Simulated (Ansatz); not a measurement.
# NH3 with C2H6: superposition error and deformation

Aim: split the binding of a pair into the counterpoise interaction, the basis-set superposition error and the cost of deforming the fragments.

Computed with Ansatz 0.2.0, Gaussian basis. Level: PBE0-D4 structures, single points in def2-TZVPPD.

Levels: PBE-D4, revPBE-D4, BLYP-D4, r2SCAN-D4, B97M-V, PBE0-D4, B3LYP-D4, HSE06-D4, wB97X-V, wB97M-V, B2PLYP, Hartree-Fock, MP2, CCSD, CCSD(T).

Cores are frozen in the correlated methods. B3LYP uses VWN-RPA correlation. B2PLYP carries no dispersion term here.

129 further runs of the same task are left out: 129 set aside as unsound or not needed. Runs told in other sessions of the task aren't counted.

### Step 1. Where the work starts

The relaxed pair: 12 atoms, charge 0, spin multiplicity 1.

Atoms are counted from 1 here; the program's logs count them from 0.

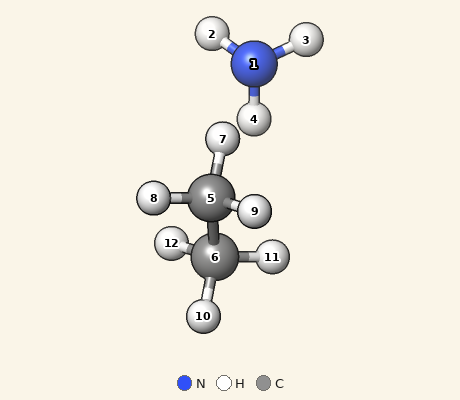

The starting geometry (nitrogen blue, hydrogen white, carbon grey); atoms are numbered from 1 in the order of the file.

Geometry (Å):

```xyz
12
charge 0, multiplicity 1
N    -0.0411   -0.1474   -2.3346
H    -0.7913    0.2295   -2.9007
H     0.6065   -0.6059   -2.9635
H    -0.4445   -0.8658   -1.7456
C     0.4867    0.8102    1.1270
C    -0.3161   -0.4581    1.3588
H     0.6312    0.9871    0.0590
H    -0.0202    1.6818    1.5488
H     1.4719    0.7462    1.5960
H    -0.4726   -0.6518    2.4231
H     0.1921   -1.3314    0.9406
H    -1.3024   -0.3945    0.8912
```

Atoms 1 to 4 are fragment A (NH3), the rest fragment B (C2H6). From earlier runs, pair energy (eV) and counterpoise interaction (meV):

```csv
method,E(pair),interaction
PBE-D4,-3707.56831,-53
revPBE-D4,-3712.04549,-36
BLYP-D4,-3710.92114,-33
r2SCAN-D4,-3710.33699,-38
B97M-V,-3712.49116,-43
PBE0-D4,-3708.19780,-48
B3LYP-D4,-3713.34976,-39
HSE06-D4,-3707.95150,-48
wB97X-V,-3711.54657,-42
wB97M-V,-3710.25726,-41
B2PLYP,-3709.26917,-13
Hartree-Fock,-3686.68226,22
MP2,-3703.26012,-36
CCSD(T),-3705.02960,-37
```

First each fragment is run alone in its own basis, frozen in the shape it has in the pair (a, b).

### Step 2. PBE-D4/def2-TZVPPD

a/in.yaml

```yaml
crystal:
  periodic: [false, false, false]
  atoms:
    - {symbol: N, position_ang: [-0.041129, -0.147376, -2.334607]}
    - {symbol: H, position_ang: [-0.791275, 0.229530, -2.900658]}
    - {symbol: H, position_ang: [0.606456, -0.605941, -2.963484]}
    - {symbol: H, position_ang: [-0.444478, -0.865836, -1.745639]}
basis:
  gaussian: {orbitals: "def2-TZVPPD.json"}
hamiltonian: {xc: pbe, dispersion: d4}
```

b/in.yaml

```yaml
crystal:
  periodic: [false, false, false]
  atoms:
    - {symbol: C, position_ang: [0.486696, 0.810219, 1.126988]}
    - {symbol: C, position_ang: [-0.316053, -0.458119, 1.358799]}
    - {symbol: H, position_ang: [0.631164, 0.987145, 0.059048]}
    - {symbol: H, position_ang: [-0.020241, 1.681837, 1.548818]}
    - {symbol: H, position_ang: [1.471863, 0.746194, 1.596001]}
    - {symbol: H, position_ang: [-0.472550, -0.651828, 2.423067]}
    - {symbol: H, position_ang: [0.192052, -1.331415, 0.940613]}
    - {symbol: H, position_ang: [-1.302406, -0.394509, 0.891155]}
basis:
  gaussian: {orbitals: "def2-TZVPPD.json"}
hamiltonian: {xc: pbe, dispersion: d4}
```

The basis file named in the input lies beside it (Basis Set Exchange, JSON).

The same command starts each run, in its folder.

Launch:

```sh
ansatz run in.yaml --threads 4 --pin off --events-out ev --progress --plain --max-ram 9574MiB
```

Log of a:

```text
Functional definition: PBE
  name "PBE"
  cite "Perdew, Burke & Ernzerhof, Phys. Rev. Lett. 77, 3865 (1996) doi:10.1103/PhysRevLett.77.3865"
  parent pbe
  parameter kappa = 0.804
  parameter beta = 0.06672455060314922
  exchange = pbe_x(kappa = kappa, mu = beta*pi^2/3)
  correlation = pbe_c(beta = beta)
356 factors; their error is unknown
mean field evaluation 1: about -1529.6031 eV, gradient 6.7e1 eV
mean field evaluation 2: about -1502.5268 eV, gradient 1.1e2 eV
mean field evaluation 4: about -1537.7852 eV, gradient 1.9e0 eV
mean field evaluation 8: about -1537.7862 eV, gradient 2.6e-2 eV
mean field -1537.78619730 eV, -56.5126004019 hartree, gradient 4.8e-5 eV, S^2 0.000000; 0 other end points of the search recorded, 0 dependent functions left out
reference -1537.78622439 eV, -56.5126013975 hartree; 5, 5 occupied and 83, 83 virtual orbitals, 356 factors
Total energy: -1537.79760104 eV, -56.5130194817 hartree
```

Output in b, cut to the lines that bear on the results:

```text
[... 4 set-up lines as earlier in the session ...]
[...]
702 factors; their error is unknown
[...]
mean field -2169.63967278 eV, -79.7327873401 hartree, gradient 3.2e-5 eV, S^2 0.000000; 0 other end points of the search recorded, 0 dependent functions left out
reference -2169.63971244 eV, -79.7327887975 hartree; 9, 9 occupied and 167, 167 virtual orbitals, 702 factors
Total energy: -2169.71303639 eV, -79.7354834030 hartree
```

Times: 0.2 s (a), 0.8 s (b) on 4 threads of Arm Neoverse V1, shared host.

### Step 3. r2SCAN-D4/def2-TZVPPD

Each input of step 2 (a, b) changes in the same lines:

```diff
-hamiltonian: {xc: pbe, dispersion: d4}
+hamiltonian: {xc: r2scan, dispersion: d4}
```

One command serves all of them, each in its own folder.

Launch:

```sh
ansatz run in.yaml --threads 4 --pin off --events-out ev --progress --plain --max-ram 9574MiB
```

Log of a, cut to the lines that bear on the results:

```text
Functional definition: r2SCAN
  name "r2SCAN"
  cite "Furness, Kaplan, Ning, Perdew & Sun, J. Phys. Chem. Lett. 11, 8208 (2020) doi:10.1021/acs.jpclett.0c02405"
  cite "Furness, Kaplan, Ning, Perdew & Sun, J. Phys. Chem. Lett. 11, 9248 (2020) doi:10.1021/acs.jpclett.0c03077"
  parent r2scan
[...]
356 factors; their error is unknown
[...]
mean field -1538.79947550 eV, -56.5498376888 hartree, gradient 1.4e-5 eV, S^2 0.000000; 0 other end points of the search recorded, 0 dependent functions left out
reference -1538.79948347 eV, -56.5498379817 hartree; 5, 5 occupied and 83, 83 virtual orbitals, 356 factors
Total energy: -1538.80219612 eV, -56.5499376697 hartree
```

Output in b, cut to the lines that bear on the results:

```text
[... 5 set-up lines as earlier in the session ...]
[...]
702 factors; their error is unknown
[...]
mean field -2171.47515619 eV, -79.8002401111 hartree, gradient 3.2e-5 eV, S^2 0.000000; 0 other end points of the search recorded, 0 dependent functions left out
reference -2171.47516603 eV, -79.8002404730 hartree; 9, 9 occupied and 167, 167 virtual orbitals, 702 factors
Total energy: -2171.49282678 eV, -79.8008894933 hartree
```

Wall times: 0.55 s (a), 1.4 s (b) on 4 threads of Arm Neoverse V1, shared host.

### Step 4. PBE0-D4/def2-TZVPPD

Each input of step 3 (a, b) changes in the same lines:

```diff
-hamiltonian: {xc: r2scan, dispersion: d4}
+hamiltonian: {xc: pbe0, dispersion: d4}
+output: {orbitals: {seedname: orbitals}}
```

Each run has its own folder and the same command.

Launch:

```sh
ansatz run in.yaml --threads 4 --pin off --events-out ev --progress --plain --max-ram 9574MiB
```

Log of a, cut to the lines that bear on the results:

```text
Functional definition: PBE0
  name "PBE0"
  cite "Adamo & Barone, J. Chem. Phys. 110, 6158 (1999) doi:10.1063/1.478522"
[... 2 set-up lines as earlier in the session ...]
[...]
356 factors; their error is unknown
[...]
mean field -1537.91278906 eV, -56.5172525634 hartree, gradient 3.1e-5 eV, S^2 0.000000; 0 other end points of the search recorded, 0 dependent functions left out
reference -1537.91280893 eV, -56.5172532935 hartree; 5, 5 occupied and 83, 83 virtual orbitals, 356 factors
Total energy: -1537.92192367 eV, -56.5175882541 hartree
```

Output in b, cut to the lines that bear on the results:

```text
[... 5 set-up lines as earlier in the session ...]
[...]
702 factors; their error is unknown
[...]
mean field -2170.16526573 eV, -79.7521025246 hartree, gradient 5.3e-5 eV, S^2 0.000000; 0 other end points of the search recorded, 0 dependent functions left out
reference -2170.16529344 eV, -79.7521035431 hartree; 9, 9 occupied and 167, 167 virtual orbitals, 702 factors
Total energy: -2170.22494276 eV, -79.7542956152 hartree
```

Times: 0.25 s (a), 0.8 s (b) on 4 threads of Arm Neoverse V1, shared host.

### Step 5. B3LYP-D4/def2-TZVPPD

The same edit goes into each in.yaml of step 4 (a, b):

```diff
-hamiltonian: {xc: pbe0, dispersion: d4}
-output: {orbitals: {seedname: orbitals}}
+hamiltonian: {xc: {name: B3LYP}, dispersion: d4}
```

The same command starts each run, in its folder.

Launch:

```sh
ansatz run in.yaml --threads 4 --pin off --events-out ev --progress --plain --max-ram 9574MiB
```

a printed, cut to the lines that bear on the results:

```text
Functional definition: B3LYP
  name "B3LYP"
  cite "Stephens, Devlin, Chabalowski & Frisch, J. Phys. Chem. 98, 11623 (1994) doi:10.1021/j100096a001"
  cite "Becke, Phys. Rev. A 38, 3098 (1988) doi:10.1103/PhysRevA.38.3098"
  cite "Lee, Yang & Parr, Phys. Rev. B 37, 785 (1988) doi:10.1103/PhysRevB.37.785"
  cite "Vosko, Wilk & Nusair, Can. J. Phys. 58, 1200 (1980) doi:10.1139/p80-159"
[...]
356 factors; their error is unknown
[...]
mean field -1539.90014944 eV, -56.5902867102 hartree, gradient 1.5e-5 eV, S^2 0.000000; 0 other end points of the search recorded, 0 dependent functions left out
reference -1539.90031540 eV, -56.5902928091 hartree; 5, 5 occupied and 83, 83 virtual orbitals, 356 factors
Total energy: -1539.91837419 eV, -56.5909564575 hartree
```

Log of b, cut to the lines that bear on the results:

```text
[... 6 set-up lines as earlier in the session ...]
[...]
702 factors; their error is unknown
[...]
mean field -2173.27151553 eV, -79.8662550994 hartree, gradient 2.1e-5 eV, S^2 0.000000; 0 other end points of the search recorded, 0 dependent functions left out
reference -2173.27175830 eV, -79.8662640212 hartree; 9, 9 occupied and 167, 167 virtual orbitals, 702 factors
Total energy: -2173.38865495 eV, -79.8705598935 hartree
```

They took 0.25 s (a), 0.95 s (b) on 4 threads of Arm Neoverse V1, shared host.

### Step 6. wB97X-V/def2-TZVPPD

Each input of step 5 (a, b) changes in the same lines:

```diff
-hamiltonian: {xc: {name: B3LYP}, dispersion: d4}
+hamiltonian: {xc: {name: wB97X-V}}
```

Each run has its own folder and the same command.

Launch:

```sh
ansatz run in.yaml --threads 4 --pin off --events-out ev --progress --plain --max-ram 9574MiB
```

a printed, cut to the lines that bear on the results:

```text
Functional definition: wB97X-V
  name "wB97X-V"
  cite "Mardirossian & Head-Gordon, Phys. Chem. Chem. Phys. 16, 9904 (2014) doi:10.1039/C3CP54374A"
  cite "Becke, J. Chem. Phys. 107, 8554 (1997) doi:10.1063/1.475007"
  cite "Vydrov & Van Voorhis, J. Chem. Phys. 133, 244103 (2010) doi:10.1063/1.3521275"
[...]
      + integral(e_c_pw_opposite_spin*poly(b97_u_opposite, cos0, cos1)) + vv10(b, c)
356 factors; their error is unknown
117 factors; integrals over basis functions are off by at most 5.3e-6 eV
[...]
mean field -1539.18338773 eV, -56.5639462031 hartree, gradient 3.7e-6 eV, S^2 0.000000; 0 other end points of the search recorded, 0 dependent functions left out
reference -1539.18338640 eV, -56.5639461544 hartree; 5, 5 occupied and 83, 83 virtual orbitals, 356 factors
Total energy: -1539.18338640 eV, -56.5639461544 hartree
```

Output in b, cut to the lines that bear on the results:

```text
[... 5 set-up lines as earlier in the session ...]
[...]
      + integral(e_c_pw_opposite_spin*poly(b97_u_opposite, cos0, cos1)) + vv10(b, c)
702 factors; their error is unknown
250 factors; integrals over basis functions are off by at most 1.1e-5 eV
[...]
mean field -2172.31745070 eV, -79.8311938635 hartree, gradient 2.7e-5 eV, S^2 0.000000; 0 other end points of the search recorded, 0 dependent functions left out
reference -2172.31744905 eV, -79.8311938029 hartree; 9, 9 occupied and 167, 167 virtual orbitals, 702 factors
Total energy: -2172.31744905 eV, -79.8311938029 hartree
```

Times: 0.65 s (a), 2.4 s (b) on 4 threads of Arm Neoverse V1, shared host.

### Step 7. wB97M-V/def2-TZVPPD

Each input of step 6 (a, b) changes in the same lines:

```diff
-hamiltonian: {xc: {name: wB97X-V}}
+hamiltonian: {xc: {name: wB97M-V}}
```

Each run has its own folder and the same command.

Launch:

```sh
ansatz run in.yaml --threads 4 --pin off --events-out ev --progress --plain --max-ram 9574MiB
```

a printed, cut to the lines that bear on the results:

```text
Functional definition: wB97M-V
  name "wB97M-V"
  cite "Mardirossian & Head-Gordon, J. Chem. Phys. 144, 214110 (2016) doi:10.1063/1.4952647"
[... 2 set-up lines as earlier in the session ...]
  # Of w^i u^j: cxij and so on, Table III.
[...]
  gx(w, u) = 1 - cx + cx01*u + cx10*w
[...]
      + integral(e_c_pw_mod_opposite_spin*gos(b97_w_opposite, b97_u_opposite)) + vv10(b, c)
356 factors; their error is unknown
117 factors; integrals over basis functions are off by at most 5.3e-6 eV
[...]
mean field -1538.88752294 eV, -56.5530733726 hartree, gradient 2.4e-5 eV, S^2 0.000000; 0 other end points of the search recorded, 0 dependent functions left out
reference -1538.88755603 eV, -56.5530745885 hartree; 5, 5 occupied and 83, 83 virtual orbitals, 356 factors
Total energy: -1538.88755603 eV, -56.5530745885 hartree
```

Output in b, cut to the lines that bear on the results:

```text
[... 5 set-up lines as earlier in the session ...]
  # Of w^i u^j: cxij and so on, Table III.
[...]
  gx(w, u) = 1 - cx + cx01*u + cx10*w
[...]
      + integral(e_c_pw_mod_opposite_spin*gos(b97_w_opposite, b97_u_opposite)) + vv10(b, c)
702 factors; their error is unknown
250 factors; integrals over basis functions are off by at most 1.1e-5 eV
[...]
mean field -2171.32484386 eV, -79.7947162351 hartree, gradient 2.7e-5 eV, S^2 0.000000; 0 other end points of the search recorded, 0 dependent functions left out
reference -2171.32488694 eV, -79.7947178182 hartree; 9, 9 occupied and 167, 167 virtual orbitals, 702 factors
Total energy: -2171.32488694 eV, -79.7947178182 hartree
```

Wall times: 0.65 s (a), 2.6 s (b) on 4 threads of Arm Neoverse V1, shared host.

### Step 8. B2PLYP/def2-TZVPPD

The same edit goes into each in.yaml of step 7 (a, b):

```diff
-hamiltonian: {xc: {name: wB97M-V}}
+hamiltonian: {xc: {name: B2PLYP}}
```

One command serves all of them, each in its own folder.

Launch:

```sh
ansatz run in.yaml --threads 4 --pin off --events-out ev --progress --plain --max-ram 9574MiB
```

Log of a, cut to the lines that bear on the results:

```text
Functional definition: B2PLYP
  name "B2PLYP"
  cite "Grimme, J. Chem. Phys. 124, 034108 (2006) doi:10.1063/1.2148954"
[... 2 set-up lines as earlier in the session ...]
[...]
497 factors; integrals over basis functions are off by at most 6.5e-4 eV
[...]
mean field -1536.41571906 eV, -56.4622362554 hartree, gradient 1.7e-6 eV, S^2 0.000000; 0 other end points of the search recorded, 0 dependent functions left out
1 core orbitals not correlated: weight in the atoms' cores, before any rotation towards them, 1.000 or more for the frozen orbitals, at most 0.000 for the correlated occupied ones
reference -1536.41582266 eV, -56.4622400629 hartree; 4, 4 occupied and 83, 83 virtual orbitals, 497 factors
second order -7.69355510 eV of doubles, -0.00000000 eV of singles
Total energy: -1538.49308254 eV, -56.5385779553 hartree
```

Output in b, cut to the lines that bear on the results:

```text
[... 5 set-up lines as earlier in the session ...]
[...]
979 factors; integrals over basis functions are off by at most 9.8e-4 eV
[...]
mean field -2167.49082230 eV, -79.6538185414 hartree, gradient 7.2e-6 eV, S^2 0.000000; 0 other end points of the search recorded, 0 dependent functions left out
2 core orbitals not correlated: weight in the atoms' cores, before any rotation towards them, 1.000 or more for the frozen orbitals, at most 0.000 for the correlated occupied ones
reference -2167.49096690 eV, -79.6538238555 hartree; 7, 7 occupied and 167, 167 virtual orbitals, 979 factors
second order -12.09706571 eV of doubles, -0.00000000 eV of singles
Total energy: -2170.75717464 eV, -79.7738547761 hartree
```

Wall times: 0.35 s (a), 1.6 s (b) on 4 threads of Arm Neoverse V1, shared host.

### Step 9. BLYP-D4/def2-TZVPPD

The same edit goes into each in.yaml of step 8 (a, b):

```diff
-hamiltonian: {xc: {name: B2PLYP}}
+hamiltonian: {xc: {name: BLYP}, dispersion: d4}
```

One command serves all of them, each in its own folder.

Launch:

```sh
ansatz run in.yaml --threads 4 --pin off --events-out ev --progress --plain --max-ram 9574MiB
```

Log of a, cut to the lines that bear on the results:

```text
Functional definition: BLYP
  name "BLYP"
[... 2 set-up lines as earlier in the session ...]
[...]
356 factors; their error is unknown
[...]
mean field -1539.16537859 eV, -56.5632843796 hartree, gradient 4.5e-5 eV, S^2 0.000000; 0 other end points of the search recorded, 0 dependent functions left out
reference -1539.16560819 eV, -56.5632928170 hartree; 5, 5 occupied and 83, 83 virtual orbitals, 356 factors
Total energy: -1539.19305434 eV, -56.5643014444 hartree
```

b printed, cut to the lines that bear on the results:

```text
[... 4 set-up lines as earlier in the session ...]
[...]
702 factors; their error is unknown
[...]
mean field -2171.51815027 eV, -79.8018201144 hartree, gradient 2.6e-5 eV, S^2 0.000000; 0 other end points of the search recorded, 0 dependent functions left out
reference -2171.51847457 eV, -79.8018320323 hartree; 9, 9 occupied and 167, 167 virtual orbitals, 702 factors
Total energy: -2171.69060332 eV, -79.8081576473 hartree
```

Wall times: 0.25 s (a), 0.9 s (b) on 4 threads of Arm Neoverse V1, shared host.

### Step 10. revPBE-D4/def2-TZVPPD

Each input of step 9 (a, b) changes in the same lines:

```diff
-hamiltonian: {xc: {name: BLYP}, dispersion: d4}
+hamiltonian: {xc: {name: revPBE}, dispersion: d4}
```

Each run has its own folder and the same command.

Launch:

```sh
ansatz run in.yaml --threads 4 --pin off --events-out ev --progress --plain --max-ram 9574MiB
```

Output in a, cut to the lines that bear on the results:

```text
Functional definition: revPBE
  name "revPBE"
  cite "Zhang & Yang, Phys. Rev. Lett. 80, 890 (1998) doi:10.1103/PhysRevLett.80.890"
[... 1 set-up line as earlier in the session ...]
[...]
356 factors; their error is unknown
[...]
mean field -1539.33641707 eV, -56.5695699275 hartree, gradient 6.3e-5 eV, S^2 0.000000; 0 other end points of the search recorded, 0 dependent functions left out
reference -1539.33645098 eV, -56.5695711740 hartree; 5, 5 occupied and 83, 83 virtual orbitals, 356 factors
Total energy: -1539.39087725 eV, -56.5715713024 hartree
```

b printed, cut to the lines that bear on the results:

```text
[... 4 set-up lines as earlier in the session ...]
[...]
702 factors; their error is unknown
[...]
mean field -2172.31108457 eV, -79.8309599127 hartree, gradient 4.0e-5 eV, S^2 0.000000; 0 other end points of the search recorded, 0 dependent functions left out
reference -2172.31113409 eV, -79.8309617324 hartree; 9, 9 occupied and 167, 167 virtual orbitals, 702 factors
Total energy: -2172.61367356 eV, -79.8420798530 hartree
```

They took 0.2 s (a), 0.8 s (b) on 4 threads of Arm Neoverse V1, shared host.

### Step 11. B97M-V/def2-TZVPPD

The same edit goes into each in.yaml of step 10 (a, b):

```diff
-hamiltonian: {xc: {name: revPBE}, dispersion: d4}
+hamiltonian: {xc: {name: B97M-V}}
```

Each run has its own folder and the same command.

Launch:

```sh
ansatz run in.yaml --threads 4 --pin off --events-out ev --progress --plain --max-ram 9574MiB
```

Log of a, cut to the lines that bear on the results:

```text
Functional definition: B97M-V
  name "B97M-V"
  cite "Mardirossian & Head-Gordon, J. Chem. Phys. 142, 074111 (2015) doi:10.1063/1.4907719"
[... 2 set-up lines as earlier in the session ...]
  # Of w^i u^j: cxij and so on, Table III.
[...]
  gx(w, u) = cx00 + cx01*u + cx02*u^2 + (cx10 + cx11*u)*w
[...]
  gos(w, u) = cos00 + cos01*u + cos03*u^3 + cos10*w + cos32*w^3*u^2
[...]
      + integral(e_c_pw_mod_opposite_spin*gos(b97_w_opposite, b97_u_opposite)) + vv10(b, c)
356 factors; their error is unknown
[...]
mean field -1539.43491641 eV, -56.5731897116 hartree, gradient 5.4e-5 eV, S^2 0.000000; 0 other end points of the search recorded, 0 dependent functions left out
reference -1539.43495621 eV, -56.5731911742 hartree; 5, 5 occupied and 83, 83 virtual orbitals, 356 factors
Total energy: -1539.43495621 eV, -56.5731911742 hartree
```

Log of b, cut to the lines that bear on the results:

```text
[... 5 set-up lines as earlier in the session ...]
  # Of w^i u^j: cxij and so on, Table III.
[...]
  gx(w, u) = cx00 + cx01*u + cx02*u^2 + (cx10 + cx11*u)*w
[...]
  gos(w, u) = cos00 + cos01*u + cos03*u^3 + cos10*w + cos32*w^3*u^2
[...]
      + integral(e_c_pw_mod_opposite_spin*gos(b97_w_opposite, b97_u_opposite)) + vv10(b, c)
702 factors; their error is unknown
[...]
mean field -2173.00961063 eV, -79.8566302719 hartree, gradient 8.5e-5 eV, S^2 0.000000; 0 other end points of the search recorded, 0 dependent functions left out
reference -2173.00966051 eV, -79.8566321050 hartree; 9, 9 occupied and 167, 167 virtual orbitals, 702 factors
Total energy: -2173.00966051 eV, -79.8566321050 hartree
```

They took 0.7 s (a), 2.7 s (b) on 4 threads of Arm Neoverse V1, shared host.

### Step 12. HSE06-D4/def2-TZVPPD

The same edit goes into each in.yaml of step 11 (a, b):

```diff
-hamiltonian: {xc: {name: B97M-V}}
+hamiltonian: {xc: hse06, dispersion: d4}
```

One command serves all of them, each in its own folder.

Launch:

```sh
ansatz run in.yaml --threads 4 --pin off --events-out ev --progress --plain --max-ram 9574MiB
```

Log of a, cut to the lines that bear on the results:

```text
Functional definition: HSE06
  name "HSE06"
  cite "Heyd, Scuseria & Ernzerhof, J. Chem. Phys. 118, 8207 (2003) doi:10.1063/1.1564060"
  cite "Krukau, Vydrov, Izmaylov & Scuseria, J. Chem. Phys. 125, 224106 (2006) doi:10.1063/1.2404663"
  cite "Heyd & Scuseria, J. Chem. Phys. 120, 7274 (2004) doi:10.1063/1.1668634"
  cite "Ernzerhof & Perdew, J. Chem. Phys. 109, 3313 (1998) doi:10.1063/1.476928"
[...]
  # The whole range is PBE's own exchange, as in plane waves. The composition of these papers is wPBEh.
[...]
356 factors; their error is unknown
44 factors; integrals over basis functions are off by at most 2.6e-6 eV
[...]
mean field -1537.82545499 eV, -56.5140430953 hartree, gradient 3.3e-5 eV, S^2 0.000000; 0 other end points of the search recorded, 0 dependent functions left out
reference -1537.82548144 eV, -56.5140440675 hartree; 5, 5 occupied and 83, 83 virtual orbitals, 356 factors
Total energy: -1537.83368245 eV, -56.5143454490 hartree
```

Log of b, cut to the lines that bear on the results:

```text
[... 6 set-up lines as earlier in the session ...]
[...]
702 factors; their error is unknown
90 factors; integrals over basis functions are off by at most 2.6e-6 eV
[...]
mean field -2170.01268262 eV, -79.7464951988 hartree, gradient 5.9e-5 eV, S^2 0.000000; 0 other end points of the search recorded, 0 dependent functions left out
reference -2170.01271912 eV, -79.7464965400 hartree; 9, 9 occupied and 167, 167 virtual orbitals, 702 factors
Total energy: -2170.06687894 eV, -79.7484868770 hartree
```

Times: 0.3 s (a), 0.9 s (b) on 4 threads of Arm Neoverse V1, shared host.

[end of part 1 of 3]
